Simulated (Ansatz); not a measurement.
The figure comes from a scan of SiO₂ (rutile): one O atom of a 6-atom cell moves by s along Cartesian [110], with its periodic images. These are PBEsol (plane waves to 420 eV, PAW, scalar-relativistic; Ansatz, a quantum-chemistry and plane-wave program) values and carry that method's errors. k mesh 6×6×10 (Γ-centred), Fermi-Dirac smearing 0.05 eV. The energy includes the smearing's −TS. SiO2 was relaxed with its symmetry unable to fall. ΔE is measured from the undisplaced structure.

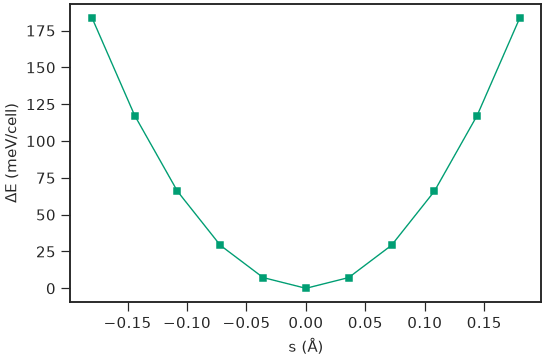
*ΔE (meV/cell) against s (Å); computed points joined by lines.*

### Question
Turn the plot into a table (rounded to what can be read).

### Answer
To the nearest 5:

```json
[
 {"s (Å)": "-0.180", "ΔE (meV/cell)": "185"},
 {"s (Å)": "-0.144", "ΔE (meV/cell)": "115"},
 {"s (Å)": "-0.108", "ΔE (meV/cell)": "65"},
 {"s (Å)": "-0.072", "ΔE (meV/cell)": "30"},
 {"s (Å)": "-0.036", "ΔE (meV/cell)": "5"},
 {"s (Å)": "0.000", "ΔE (meV/cell)": "0"},
 {"s (Å)": "0.036", "ΔE (meV/cell)": "5"},
 {"s (Å)": "0.072", "ΔE (meV/cell)": "30"},
 {"s (Å)": "0.108", "ΔE (meV/cell)": "65"},
 {"s (Å)": "0.144", "ΔE (meV/cell)": "115"},
 {"s (Å)": "0.180", "ΔE (meV/cell)": "185"}
]
```

(For displaced atoms, the force is minus the slope of the energy, and its curvature is a force constant, which sets phonon frequencies.)
